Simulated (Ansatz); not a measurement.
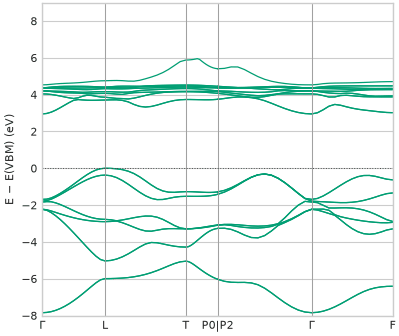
Band structure from DFT-r²SCAN with spin–orbit coupling in the program Ansatz with PAW potentials

Problem. Read off the gap and where the band edges lie.

Solution. About 3.0 eV (2.95 eV by a search for the band edges); maximum at L, minimum at Γ.

The material is LaAlH₆ in space group R-3m (No. 166; La on 3b, Al on 3a, H on 18h).

The first step of the workflow began from a Materials Project structure, measured or hypothetical; the Crystallography Open Database copy checked does not list it. Its standing as an ambient phase is unchecked. The cell was relaxed with r²SCAN under the symmetry of its start; whether a distortion lowers the energy is not shown.

Potentials: the later of the program's two PAW sets.
